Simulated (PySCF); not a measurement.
F₄Zr, SMILES `F[Zr](F)(F)F`.

PySCF calculation, PBE0/def2-TZVP, gas phase; geometry: GFN2-xTB. Core potentials replace the inner electrons of Zr; spin–orbit coupling isn't included. This is a single-reference result, which may miss multireference character in this system. No frequency check shows the geometry to be a minimum. A basis without diffuse functions makes polarisabilities too small. GFN2-xTB bond lengths at metals and heavier atoms can be off by up to 0.1 Å and shapes distorted, which carries into these values.

Cartesian coordinates (Å):

```
F1       1.0639   -1.1223   -1.0021
Zr2      0.0001    0.0001    0.0001
F3       1.0641    1.1220    1.0018
F4      -1.0642   -1.0023    1.1218
F5      -1.0642    1.0022   -1.1220
```

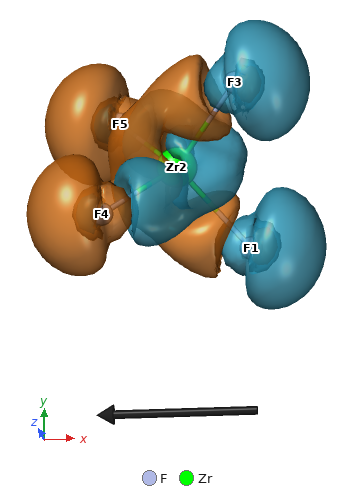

Change of the electron density in a uniform field of 0.21 V/Å along −x (arrow), surfaces at ±0.001 e/Å³ (light blue: gain, orange: loss).

The field was applied in both directions; the picture shows the one opposite to the script's first.

### How large is the response?

The induced dipole is 0.30 D (along the field); α along this axis, from the fields in both directions, is 30 bohr³ (4.4 Å³).
